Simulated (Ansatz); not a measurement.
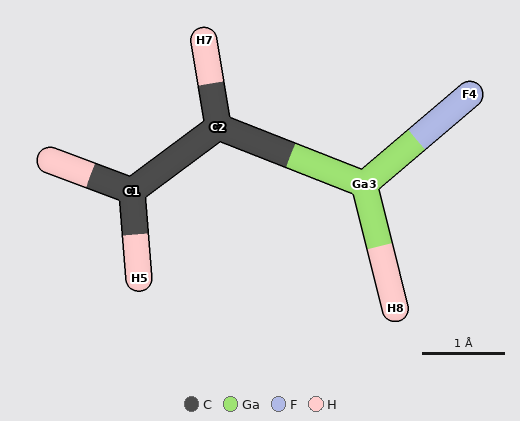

Figure 1. The structure (stick view, seen on its broad side; atoms are numbered from 1 in the order of the input). Sticks mark near contacts.

**Single-point calculation of C2H4FGa (charge +1)**

The run: single-point calculation of C2H4FGa, charge +1, multiplicity 2. Method and program: HF/3-21G, UHF (Ansatz 0.2.0).

The geometry was optimised with HF/3-21G.

**Output**
```
Functional definition: HF
  name "HF"
  exchange = exact_x
  correlation = 0
632 factors; integrals over basis functions are off by at most 1.1e-3 eV
mean field evaluation 1: about -56867.8120 eV, gradient 3.8e1 eV
mean field evaluation 2: about -56867.8155 eV, gradient 3.8e1 eV
mean field evaluation 4: about -56873.4027 eV, gradient 3.1e0 eV
mean field evaluation 8: about -56873.5987 eV, gradient 4.5e-1 eV
mean field evaluation 16: about -56873.6413 eV, gradient 2.5e-5 eV
mean field evaluation 32: about -56874.3313 eV, gradient 7.8e-6 eV
mean field evaluation 64: about -56870.4123 eV, gradient 1.0e1 eV
mean field evaluation 96: about -56873.5540 eV, gradient 7.1e-1 eV
mean field evaluation 128: about -56872.7383 eV, gradient 8.2e0 eV
mean field -56874.33125143 eV, -2090.0931226836 hartree, gradient 7.8e-6 eV, S^2 0.753475; 2 other end points of the search recorded, 0 dependent functions left out
reference -56874.33125143 eV, -2090.0931226836 hartree; 28, 27 occupied and 30, 31 virtual orbitals, 632 factors
Total energy: -56874.33125143 eV, -2090.0931226836 hartree
```

The run was set up as follows.

**The input**
```yaml
crystal:
  periodic: [false, false, false]
  atoms:
    - symbol: C
      position_ang: [-0.830413, 1.163186, 0.061490]
    - symbol: C
      position_ang: [0.345471, 0.567212, -0.067051]
    - symbol: Ga
      position_ang: [0.528591, -1.358753, -0.014651]
    - symbol: F
      position_ang: [2.091012, -2.026395, -0.191215]
    - symbol: H
      position_ang: [-1.740271, 0.606270, 0.201209]
    - symbol: H
      position_ang: [-0.949376, 2.231865, 0.034612]
    - symbol: H
      position_ang: [1.206192, 1.200599, -0.203440]
    - symbol: H
      position_ang: [-0.651306, -2.384183, 0.179147]
basis:
  gaussian:
    orbitals: 3-21G.json
total_charge: 1
magnetization:
  spin_polarized: true
  initial_magnetization: 1
hamiltonian:
  xc: hf
```

Launched with:
```bash
ansatz run molecule.yaml --threads 1 --pin off --max-ram 3480MiB --events-out events.jsonl --progress --plain --runs-dir runs
```

**Key numbers**

- outcome: converged
- total energy: −2090.093123 hartree
- basis functions: 58
- ⟨S²⟩: 0.753
- SCF solution under orbital rotations: stable
- hardware: 1 thread of Arm Neoverse V1, 24 GiB of memory available, shared host
- wall time: 3.9 s
- peak memory: 0.12 GiB
